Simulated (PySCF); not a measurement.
# Se6: the cost of one run

Computed with PySCF 2.14.0, with density-fitted response routines of our own, on a single molecule, in the gas phase or a continuum. Atoms are numbered from 0 throughout.

## (1) The starting structure

6 atoms, charge 0, multiplicity 1; geometry from: GFN2-xTB. The atoms were then displaced at random by about 0.01 Å, so the start is not that level's minimum.

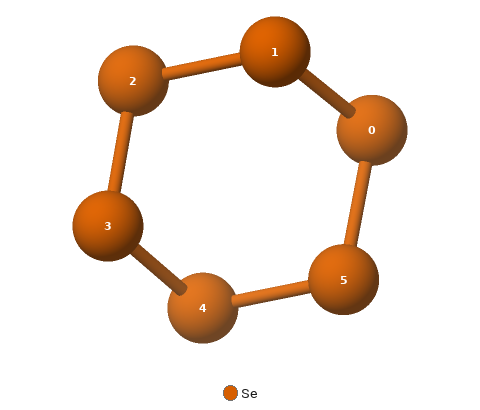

As it starts; selenium orange, atoms numbered.

## (2) Optimising the geometry at PBE0-D3(BJ)/def2-TZVP

What the job is given:

```
{"job": {"xc": "PBE0", "basis": "def2-TZVP", "d3": "d3bj", "grid": 2, "shake": 0.01, "kind": "geom"}, "charge": 0, "multiplicity": 1}
Se     1.110670    -1.866750    -0.260240
Se     2.136080     0.117660     0.478090
Se     0.926240     1.793290    -0.665040
Se    -1.055880     1.845460     0.509430
Se    -2.144350    -0.128360    -0.237500
Se    -0.948600    -1.791300     0.903610
```

Launch:

```console
OMP_NUM_THREADS=1 python probes_run.py task.json out
```

This one command runs all jobs of the session in turn.

**Question.** How long does this first job take on 1 thread of Arm Neoverse V1, shared host, and how much memory does it need?

About 9.8 min, with a peak of 1.9 GiB.
